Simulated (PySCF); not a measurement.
## Electronic structure of C5H13NOSi in real space

The calculation's input:

```
{"job": {"kind": "nmr", "xc": "PBE0", "basis": "pcSseg-1"}, "charge": 0, "multiplicity": 1}
C     -3.217641    -0.305793    -0.368180
C     -2.389854     0.605539     0.525061
O     -1.303291     1.174172    -0.147815
Si    -0.032636     0.508795    -0.896379
C      1.025179    -0.606218     0.238539
C      1.886044     0.142821     1.273564
C      3.072688    -0.145856     0.351118
N      2.265732    -1.131252    -0.368365
H     -3.539431     0.238336    -1.252344
H     -2.623241    -1.159472    -0.683350
H     -4.092594    -0.659778     0.170251
H     -3.002699     1.441565     0.879876
H     -2.029120     0.046675     1.397203
H     -0.389545    -0.307567    -2.065452
H      0.669046     1.731124    -1.265863
H      0.441259    -1.432331     0.665213
H      1.956013    -0.368003     2.231241
H      1.648404     1.191608     1.437042
H      3.960206    -0.586931     0.811878
H      3.373104     0.724554    -0.243827
H      2.313457    -1.085045    -1.380476
```

Launched as:

```sh
OMP_NUM_THREADS=1 python probes_run.py task.json out
```

Geometry: GFN2-xTB.

These are results of PySCF, PBE0/pcSseg-1, SCF density, gas phase, non-relativistic, not measurements.

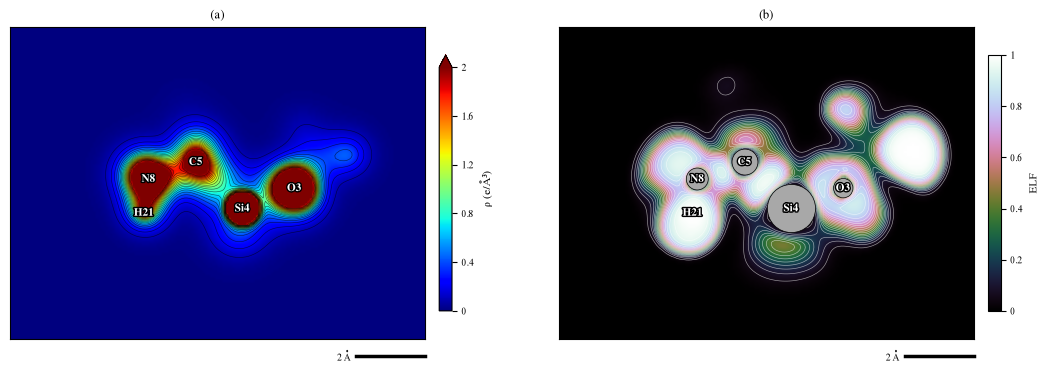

Figure 1. (a) electron density; (b) ELF on the plane of atoms O3, Si4 and C5. Grey discs cover the atomic cores in the ELF map.

Q: Interpret the plot.

A:
- Atoms in the plane: O, Si, C, N and H.
- C–N (1.48 Å): the density is about 1.8 e/Å³ at the midpoint; the ELF peaks at about 0.90 between the atoms, as expected for localised, covalent bonding.
- Si–O (1.62 Å): ρ at the midpoint is about 1.2 e/Å³; the ELF peaks at about 0.85 between the atoms: a short, strongly polar bond.
- C–Si (1.91 Å): ρ is about 0.94 e/Å³ halfway; the ELF peaks at about 0.95 between the atoms, as expected for a covalent bond.
- N–H (1.01 Å): the density is about 2.8 e/Å³ at the midpoint; the ELF climbs to about 1 towards the hydrogen, as it does in any bond to H: a covalent bond by its length.
- The ELF also peaks beside O3 and N8, away from the bonds: lone-pair regions.

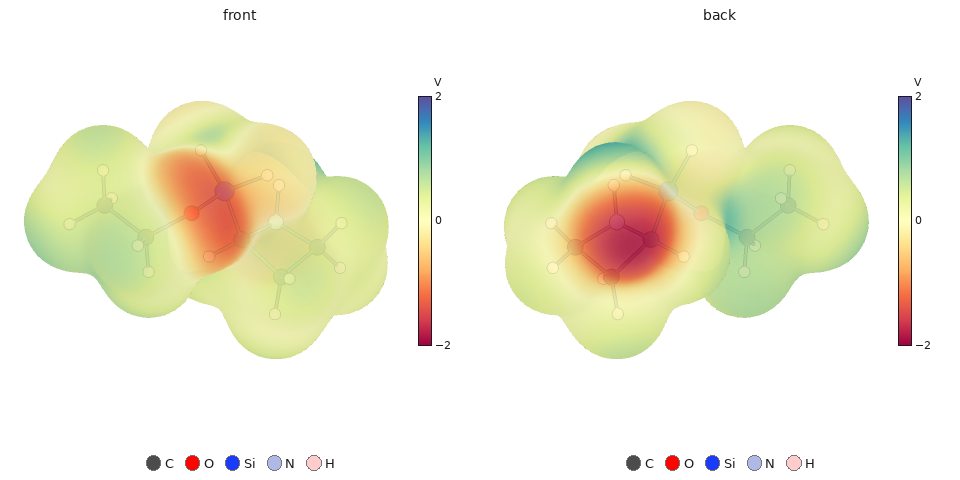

Figure 2. The electrostatic potential painted on the density surface at 0.002 e/bohr³, seen from the front and from behind; red is negative and blue positive.

Q: Describe the electrostatic potential map.

A: The most negative region (about −1.8 V) lies over N8, the most positive (about +1.3 V) over Si4 and H21. N8 is the likeliest acceptor of a hydrogen bond.
